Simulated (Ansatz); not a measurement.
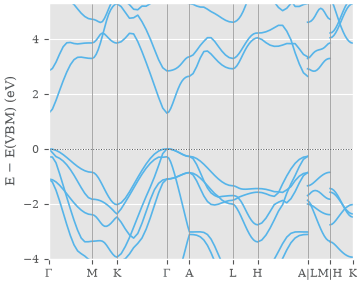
Fig. 1. Band structure from the program Ansatz at the LDA level (PAW)

### Question
Read off the gap and where the band edges lie.

### Answer
About 1.3 eV (1.30 eV by a search for the band edges); maximum at Γ, minimum at Γ.

### Question
Which of these materials gives this?
A) ZnCdS2, P3m1 (Zn on 1a, Cd on 1b, S on 1b, S on 1a)
B) Cd2SeS, P3m1 (Cd on 1a, Cd on 1b, Se on 1b, S on 1a)
C) MgZnO2, P3m1 (Mg on 1b, Zn on 1c, O on 1b, O on 1c)

### Answer
A, ZnCdS2, P3m1 (Zn on 1a, Cd on 1b, S on 1b, S on 1a)

The workflow started from a Materials Project entry (that database holds measured and hypothetical structures alike); the Crystallography Open Database copy checked does not list it. Whether it is the stable phase at ambient conditions was not checked. The cell was relaxed with LDA under the symmetry of its start; phonons on a q-mesh show no instability. Scalar-relativistic: spin–orbit coupling is off unless named, which matters more the heavier the elements.

Potentials: the later of the program's two PAW sets.
